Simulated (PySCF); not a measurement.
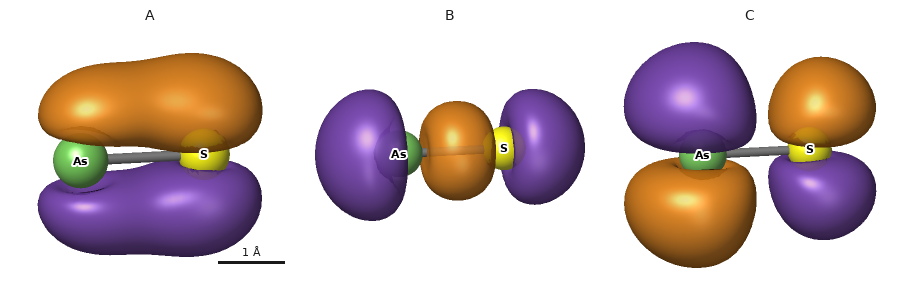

Figure. AsS (charge +1). Three frontier orbitals, each drawn at the value that holds 80 % of its norm (orange and purple are the two phases), in no order; of a degenerate pair one member is drawn.

Level of theory: PySCF, PBE0/def2-SVP, non-relativistic Hamiltonian with scalar-relativistic core potentials where named, at a bond length of 1.950 Å.

**Name the orbitals and rank them from lowest to highest energy.**

Orbital B: σ, occupied, −16.67 eV; shared between the atoms (As 50 %, S 50 %).
Orbital A: π, occupied, −16.16 eV; bonding, with no node between the atoms.
Orbital C: π, empty, −10.38 eV; antibonding, with a node between the atoms.
